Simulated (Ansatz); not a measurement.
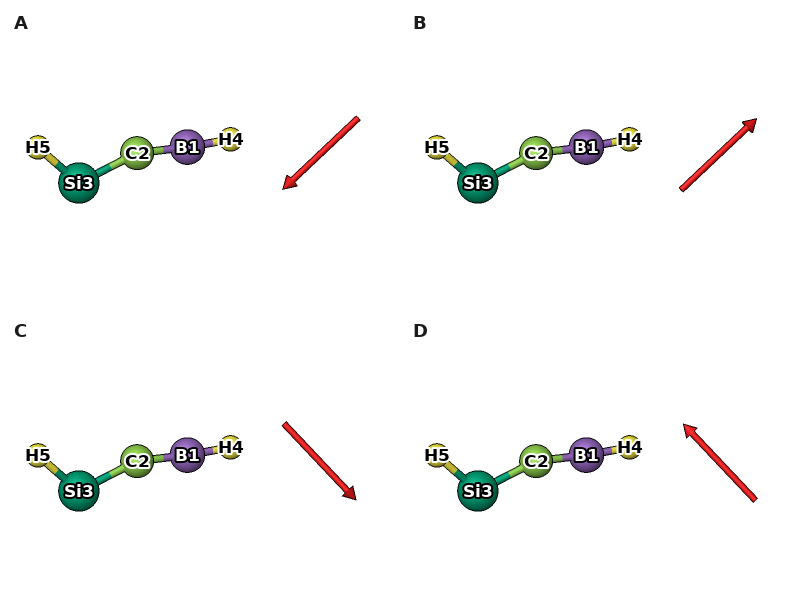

The same molecule four times, each with an arrow. State: neutral, doublet. Computed geometry: PBE0-D4/def2-TZVP optimisation. No frequency run is at hand to confirm it as a minimum. Level of theory: UKS PBE0-D4/def2-TZVP (Ansatz 0.2.0).

Which arrow points along the dipole moment, from the negative to the positive end?

Answer. A. The dipole moment is 0.62 D; it points from the side of H4 to the side of H5 (the outermost atoms at the two ends).
